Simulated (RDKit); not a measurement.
# Run report: C2H4BFSi, geometry relaxation

C2H4BFSi, SMILES FC1=CB1[SiH3], computed with UFF (RDKit 2026.09.1).

The geometry comes from this level: PBE0-D4/def2-TZVP.

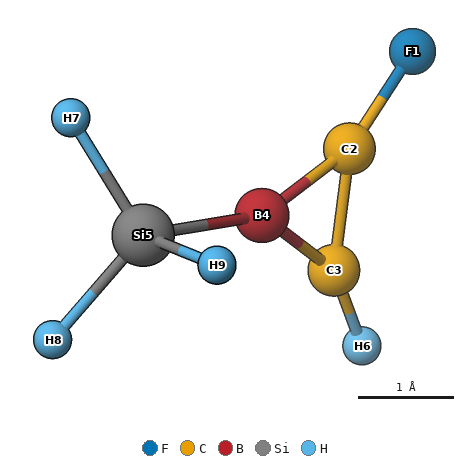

Figure 1. The starting structure (ball-and-stick view, seen at a tilt; atoms are numbered from 1 in the order of the input). Bond lengths as drawn: B–C 1.46 to 1.50 Å, B–Si 1.99 Å, C–C 1.33 Å, C–F 1.31 Å, C–H 1.08 Å and H–Si 1.49 Å.

### The input (ff.py)
```python
import json
import numpy as np
from rdkit import Chem
from rdkit.Chem import AllChem

molecule = Chem.MolFromMolFile("mol.sdf", removeHs=False)
symbols = [a.GetSymbol() for a in molecule.GetAtoms()]
start = molecule.GetConformer().GetPositions().copy()

ff = AllChem.UFFGetMoleculeForceField(molecule)
e0 = ff.CalcEnergy()
print(f"start   E = {e0:.5f} kcal/mol")
path, flag, n = [], 1, 0
while flag and n < 2000:
    flag = ff.Minimize(maxIts=20, forceTol=0.0001)
    n += 20
    path.append((n, ff.CalcEnergy(), molecule.GetConformer().GetPositions().tolist()))
    print(f"{n:5d}   E = {path[-1][1]:.5f} kcal/mol")
print("converged" if flag == 0 else "iteration limit reached")
final = molecule.GetConformer().GetPositions()
for a, p in zip(symbols, final):
    print(f"{a:<2} {p[0]:11.5f} {p[1]:11.5f} {p[2]:11.5f}")
print(f"energy gained {e0 - path[-1][1]:.4f} kcal/mol")
json.dump(dict(symbols=symbols, start=start.tolist(), start_energy=e0, energy=path[-1][1], final=final.tolist(), path=path, success=flag == 0), open("results.json", "w"))
```

### File mol.sdf
```

     RDKit          3D

  9  9  0  0  0  0  0  0  0  0999 V2000
    2.1142    1.7617   -1.1499 F   0  0  0  0  0  0  0  0  0  0  0  0
    1.4637    0.7529   -0.6263 C   0  0  0  0  0  0  0  0  0  0  0  0
    1.6896   -0.4875   -0.2048 C   0  0  0  0  0  0  0  0  0  0  0  0
    0.2947    0.0442   -0.1086 B   0  0  0  0  0  0  0  0  0  0  0  0
   -1.6089   -0.1793    0.4203 Si  0  0  0  0  0  4  0  0  0  0  0  0
    2.4496   -1.2455   -0.0818 H   0  0  0  0  0  0  0  0  0  0  0  0
   -2.5165    0.6085   -0.4554 H   0  0  0  0  0  0  0  0  0  0  0  0
   -2.0246   -1.6065    0.3704 H   0  0  0  0  0  0  0  0  0  0  0  0
   -1.7732    0.3054    1.8189 H   0  0  0  0  0  0  0  0  0  0  0  0
  2  1  1  0
  3  2  2  0
  4  3  1  0
  4  2  1  0
  5  4  1  0
  6  3  1  0
  7  5  1  0
  8  5  1  0
  9  5  1  0
M  END
$$$$
```

Launched with:
```bash
python ff.py
```

### The program's output
```
start   E = 22.30351 kcal/mol
   20   E = 9.97650 kcal/mol
   40   E = 9.97522 kcal/mol
   60   E = 9.97508 kcal/mol
   80   E = 9.97506 kcal/mol
  100   E = 9.97506 kcal/mol
  120   E = 9.97506 kcal/mol
converged
F      1.95018     1.88079    -1.19237
C      1.45929     0.73748    -0.65003
C      1.68238    -0.56970    -0.17190
B      0.29458    -0.02525    -0.11271
Si    -1.56555    -0.14807     0.42002
H      2.36944    -1.38455     0.02704
H     -2.38587     0.67927    -0.47693
H     -2.00559    -1.54862     0.33762
H     -1.71025     0.33255     1.80205
energy gained 12.3284 kcal/mol
```

### Trajectory as extended XYZ (Å, eV, eV/Å), 6 frames, from step=20 to step=120
```
9
Properties=species:S:1:pos:R:3 step=20 energy=0.43262
F     1.9539    1.8865   -1.1762
C     1.4609    0.7396   -0.6437
C     1.6808   -0.5730   -0.1792
B     0.2948   -0.0249   -0.1119
Si   -1.5654   -0.1475    0.4212
H     2.3659   -1.3920    0.0096
H    -2.3883    0.6659   -0.4861
H    -1.9971   -1.5514    0.3532
H    -1.7170    0.3508    1.7959
9
Properties=species:S:1:pos:R:3 step=40 energy=0.43257
F     1.9515    1.8831   -1.1864
C     1.4598    0.7383   -0.6477
C     1.6819   -0.5709   -0.1744
B     0.2945   -0.0254   -0.1130
Si   -1.5656   -0.1482    0.4198
H     2.3683   -1.3868    0.0216
H    -2.3872    0.6747   -0.4803
H    -2.0039   -1.5497    0.3435
H    -1.7108    0.3388    1.7997
9
Properties=species:S:1:pos:R:3 step=60 energy=0.43256
F     1.9503    1.8810   -1.1917
C     1.4594    0.7375   -0.6498
C     1.6823   -0.5698   -0.1721
B     0.2946   -0.0253   -0.1125
Si   -1.5656   -0.1479    0.4202
H     2.3693   -1.3848    0.0263
H    -2.3861    0.6784   -0.4775
H    -2.0055   -1.5485    0.3379
H    -1.7102    0.3333    1.8020
9
Properties=species:S:1:pos:R:3 step=80 energy=0.43256
F     1.9503    1.8810   -1.1919
C     1.4593    0.7375   -0.6499
C     1.6823   -0.5698   -0.1721
B     0.2946   -0.0252   -0.1127
Si   -1.5655   -0.1481    0.4200
H     2.3693   -1.3847    0.0266
H    -2.3859    0.6789   -0.4772
H    -2.0055   -1.5487    0.3381
H    -1.7103    0.3330    1.8019
9
Properties=species:S:1:pos:R:3 step=100 energy=0.43256
F     1.9502    1.8808   -1.1924
C     1.4593    0.7375   -0.6500
C     1.6824   -0.5697   -0.1719
B     0.2946   -0.0253   -0.1127
Si   -1.5655   -0.1481    0.4200
H     2.3694   -1.3845    0.0271
H    -2.3859    0.6793   -0.4769
H    -2.0056   -1.5486    0.3376
H    -1.7103    0.3325    1.8020
9
Properties=species:S:1:pos:R:3 step=120 energy=0.43256
F     1.9502    1.8808   -1.1924
C     1.4593    0.7375   -0.6500
C     1.6824   -0.5697   -0.1719
B     0.2946   -0.0253   -0.1127
Si   -1.5655   -0.1481    0.4200
H     2.3694   -1.3845    0.0270
H    -2.3859    0.6793   -0.4769
H    -2.0056   -1.5486    0.3376
H    -1.7103    0.3326    1.8020
```

### Summary

| quantity | value |
| --- | --- |
| outcome | converged |
| total energy | 0.015896 hartree |
| hardware | 1 thread of Intel Xeon (Sapphire Rapids), 16 GiB of memory available, shared host |
| peak memory | 0.072 GiB |
